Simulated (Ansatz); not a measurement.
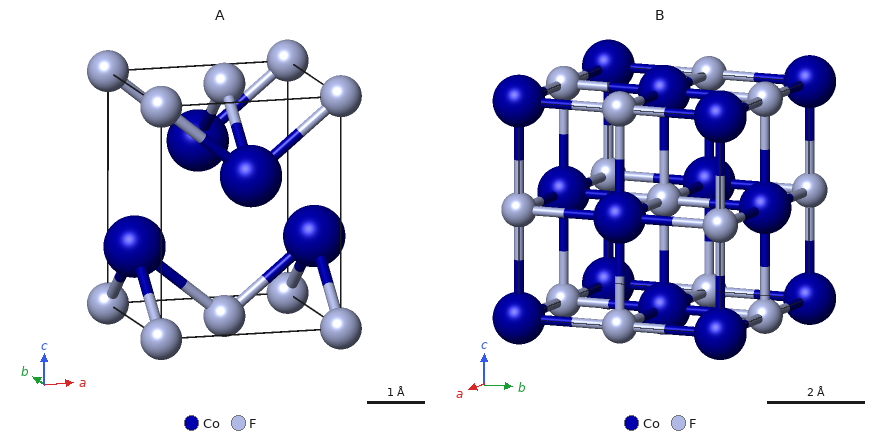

Two structures of CoF, each relaxed to rest (conventional cells in solid outline, small ones repeated, not to one scale). Method: Ansatz 0.2.0, DFT PBE, scalar-relativistic, plane waves, PAW, with collinear spins.

Question: State the structure in each panel.

Answer: A: 4 atoms a cell on a primitive tetragonal lattice, P4/nmm. B: rock salt (NaCl type), Fm-3m.

Question: Which has the lower energy, and by how much?

Answer: A is lower, by 222 meV/atom at this level of theory (energies at zero smearing). Volumes: A 11.3, B 11.9 Å³/atom.

One or both may be structure types tried for this composition rather than known phases.
